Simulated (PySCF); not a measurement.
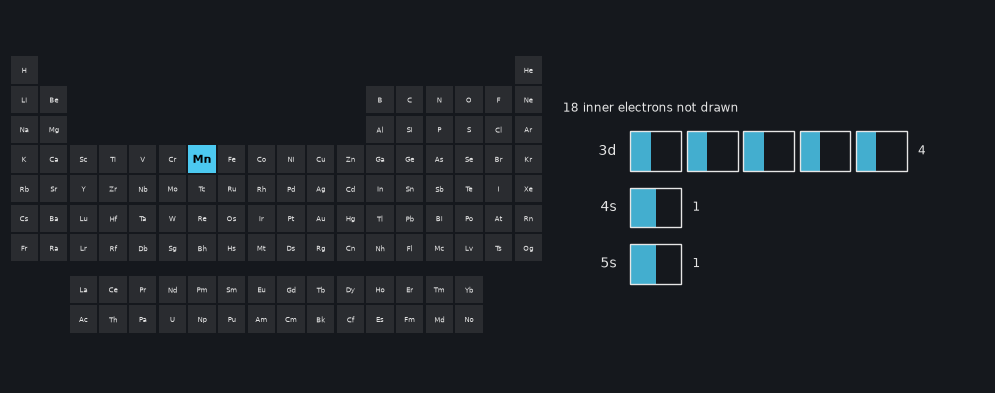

Figure 1. Left, the place of manganese in the periodic table; right, the outer shells of the nominal configuration: a box for each of the 2l + 1 orbitals, shaded by the share of the shell that is filled, with the electron count at the right.

## Atomic calculation for Mn⁺

System: Mn⁺, configuration 1s2 2s2 2p6 3s2 3p6 3d4 4s1 5s1, multiplicity 7.
Method: unrestricted M06, x2c-TZVPPall plus 1 even-tempered diffuse shell per l, spin-free X2C-1e, Gaussian nucleus (PySCF).

Input file:
```python
from pyscf import gto, scf, dft, mp, cc
import basis_set_exchange as bse
mol = gto.M(atom="Mn 0 0 0", charge=1, spin=6, symmetry="D2h",
            basis=gto.basis.parse(bse.get_basis("x2c-TZVPPall", elements=["Mn"], fmt="nwchem", augment_diffuse=1)),
            nucmod="G")
mf = dft.UKS(mol, xc="M06").sfx2c1e()
mf.irrep_nelec = {'Ag': (6, 3), 'B1g': (1, 0), 'B2g': (1, 0), 'B3g': (1, 0), 'B1u': (2, 2), 'B2u': (2, 2), 'B3u': (2, 2)}
mf.kernel()
```

The script is an equivalent of what the driver set up; the driver started from orbitals of its own, so the log can be shorter than this script's would be, and it computed the properties (radii, ⟨L²⟩, response) afterwards. It held the occupations shell by shell, which the script's counts by irreducible representation don't always enforce.

Hardware: 1 CPU thread, shared host.

Log (extracts):
```
damping factor = 0
level_shift factor = 0
DIIS = <class 'pyscf.scf.diis.CDIIS'>
diis_start_cycle = 1
diis_space = 10
diis_damp = 0
SCF conv_tol = 1e-09
SCF conv_tol_grad = None
number electrons alpha = 15  beta = 9
XC functionals = M06
    Y. Zhao and D. G. Truhlar.,  Theor. Chem. Acc. 120, 215 (2008)
    Y. Zhao and D. G. Truhlar.,  Theor. Chem. Acc. 120, 215 (2008)
cycle= 1 E= -1157.61115646152  delta_E= -0.00814  |g|= 0.0171  |ddm|= 1.59
cycle= 2 E= -1157.61116630071  delta_E= -9.84e-06  |g|= 0.0114  |ddm|= 0.0365
cycle= 3 E= -1157.61120846329  delta_E= -4.22e-05  |g|= 0.0104  |ddm|= 0.00903
cycle= 4 E= -1157.61119626096  delta_E= 1.22e-05  |g|= 0.00644  |ddm|= 0.00437
cycle= 5 E= -1157.61120086291  delta_E= -4.6e-06  |g|= 0.00635  |ddm|= 0.00776
cycle= 6 E= -1157.61120215638  delta_E= -1.29e-06  |g|= 0.00738  |ddm|= 0.000361
cycle= 7 E= -1157.61120013101  delta_E= 2.03e-06  |g|= 0.00535  |ddm|= 0.00139
cycle= 8 E= -1157.61120263966  delta_E= -2.51e-06  |g|= 0.00457  |ddm|= 0.00995
cycle= 9 E= -1157.61120280073  delta_E= -1.61e-07  |g|= 0.00476  |ddm|= 0.0016
cycle= 10 E= -1157.61120233609  delta_E= 4.65e-07  |g|= 0.00468  |ddm|= 0.000742
[... 40 cycles left out ...]
SCF not converged.
SCF energy = -1157.61120083456 after 50 cycles  <S^2> = 12.000476  2S+1 = 7.0001359

damping factor = 0
level_shift factor = 0.3
DIIS = <class 'pyscf.scf.diis.CDIIS'>
diis_start_cycle = 1
diis_space = 10
diis_damp = 0
SCF conv_tol = 1e-09
SCF conv_tol_grad = None
number electrons alpha = 15  beta = 9
XC functionals = M06
    Y. Zhao and D. G. Truhlar.,  Theor. Chem. Acc. 120, 215 (2008)
    Y. Zhao and D. G. Truhlar.,  Theor. Chem. Acc. 120, 215 (2008)
[... 46 cycles left out ...]
cycle= 47 E= -1157.70212737835  delta_E= 0.00156  |g|= 0.151  |ddm|= 1.36
cycle= 48 E= -1157.70279938073  delta_E= -0.000672  |g|= 0.153  |ddm|= 1.36
cycle= 49 E= -1157.70227827035  delta_E= 0.000521  |g|= 0.15  |ddm|= 1.36
cycle= 50 E= -1157.70328713445  delta_E= -0.00101  |g|= 0.148  |ddm|= 1.36
cycle= 51 E= -1157.70239247183  delta_E= 0.000895  |g|= 0.149  |ddm|= 1.36
cycle= 52 E= -1157.70325493071  delta_E= -0.000862  |g|= 0.148  |ddm|= 1.36
cycle= 53 E= -1157.70231516169  delta_E= 0.00094  |g|= 0.149  |ddm|= 1.36
cycle= 54 E= -1157.70320170173  delta_E= -0.000887  |g|= 0.148  |ddm|= 1.36
cycle= 55 E= -1157.70240941784  delta_E= 0.000792  |g|= 0.149  |ddm|= 1.36
cycle= 56 E= -1157.70330600228
```

Outcome:

- outcome: not converged
- total energy: −1157.7428 hartree
- ⟨S²⟩: 12.001
- ⟨L²⟩: 3.57
- SCF iterations: 170
- CPU time: 92 s (integrals apart)

Diagnosis:

The run did not meet its convergence test in 170 iterations, so its last values are not results. This is not the ground configuration of the species. ⟨L²⟩ departs from that of the intended term, so the determinant mixes terms. Limits: populations left the configuration by 0.41 electrons.
